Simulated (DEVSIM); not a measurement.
Structure: Si p+/n-/n+ power diode, at 250 K.

```csv
layer (left to right),material,thickness (μm),Nd (cm⁻³),Na (cm⁻³),τn (s),τp (s)
1,Si,0.840,-,1.3e18,1.7e-7,1.7e-6
2,Si,12.0,1e15,-,1.7e-6,1.7e-6
3,Si,1.20,2.6e18,-,1.7e-6,1.7e-6
```

Left contact: ohmic. Right contact: ohmic. Voltage is applied to the left contact. Recombination: SRH at mid-gap. Mobility is constant in doping.

This is a model device: material constants are rounded textbook-type values typed into the input, and sizes, dopings and lifetimes were drawn at random. Values at 300 K; Nc and Nv go as T^1.5, mobilities as T to minus their exponent, the gap by Varshni's rule with the affinity fixed.

| parameter | Si |
|---|---|
| gap (eV) | 1.124 |
| affinity (eV) | 4.05 |
| permittivity | 11.7 |
| Nc (cm⁻³) | 2.86e19 |
| Nv (cm⁻³) | 3.1e19 |
| μn (cm²/Vs) | 1417 |
| μp (cm²/Vs) | 470 |
| T exponent of μn | 2.3 |
| T exponent of μp | 2.2 |
| Varshni α (eV/K) | 0.000473 |
| Varshni β (K) | 636 |

Simulated with DEVSIM: 1D drift-diffusion, Boltzmann statistics, complete ionisation; no tunnelling, impact ionisation, image-force lowering or self-heating.

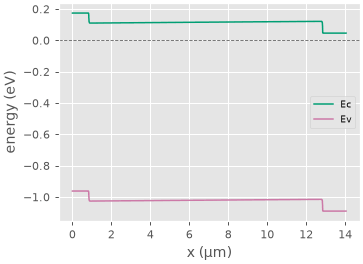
Figure: Band edges at 0.9 V on the left contact

Energies count from the Fermi level of the right contact; mesh points crowd at the junctions.

```
x (μm)   Ec (eV)  Ev (eV)  n (cm⁻³)  p (cm⁻³)  field (V/cm)
-------  -------  -------  --------  --------  ------------
0.000      0.174   -0.962     < 1e2    1.3e18           ≈ 0
0.04381    0.174   -0.962    1.8e14    1.3e18           ≈ 0
0.1557     0.174   -0.962    6.4e14    1.3e18           ≈ 0
0.4530     0.174   -0.962    1.9e15    1.3e18           ≈ 0
0.7539     0.174   -0.962    3.1e15    1.3e18           ≈ 0
0.8228     0.174   -0.962    3.4e15    1.3e18          -400
0.8552     0.119   -1.017    4.4e16    1.0e17         -9100
0.9723     0.110   -1.026    6.8e16    6.7e16            10
1.266      0.110   -1.026    6.8e16    6.7e16            10
2.059      0.111   -1.025    6.9e16    6.8e16           ≈ 0
4.395      0.113   -1.023    7.1e16    7.0e16           ≈ 0
10.30      0.119   -1.018    7.7e16    7.6e16           ≈ 0
11.94      0.120   -1.016    7.9e16    7.8e16           ≈ 0
12.54      0.121   -1.016    7.9e16    7.8e16           ≈ 0
12.78      0.121   -1.016    8.0e16    7.8e16          -120
12.84      0.086   -1.050    4.0e17    1.6e16        -41000
12.87      0.046   -1.090    2.6e18    2.3e15           ≈ 0
12.97      0.046   -1.090    2.6e18    2.1e15           ≈ 0
13.41      0.046   -1.090    2.6e18    1.3e15           ≈ 0
13.81      0.046   -1.090    2.6e18    4.6e14           ≈ 0
13.97      0.046   -1.090    2.6e18    1.3e14           ≈ 0
14.04      0.046   -1.090    2.6e18     < 1e2           ≈ 0
```
